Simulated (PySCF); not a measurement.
Molecule: In(H)2(F)(OH2), H4FInO, singlet. Atoms near the plane z = 0.0 Å, at the PBE0/def2-SVP optimised geometry (x, y, z in Å): In1 (-1.0, -1.3, 0.0), F4 (1.0, -1.3, 0.0), O5 (-0.1, 0.9, 0.0), H6 (0.7, 0.3, 0.0), H7 (-0.2, 1.3, 0.8).

Method: PBE0/def2-TZVP, def2 effective core potentials past Kr in PySCF. The core electrons that the potentials of In replace are not part of the density. Cells within 0.4 Å of a nucleus heavier than hydrogen are left out (blank, or x). The values are rescaled to run from 0 to 1.

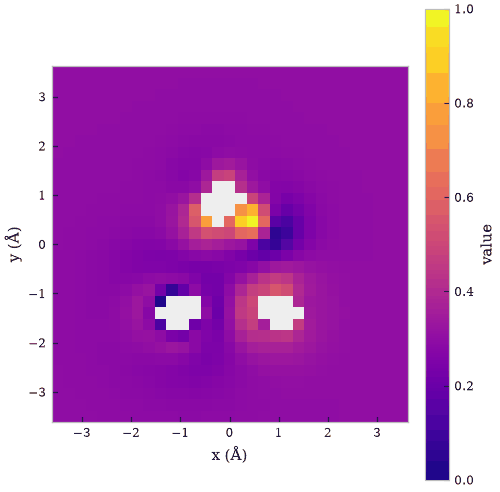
Figure: a field on the plane z = 0.0 Å.

Question: Which quantity is mapped?
A) electrostatic potential
B) deformation density (molecule minus spherical neutral atoms)
C) log10 of the electron density
D) electron localisation function

Answer: B, deformation density (molecule minus spherical neutral atoms). In full: deformation density (molecule minus spherical neutral atoms) (e/bohr³).
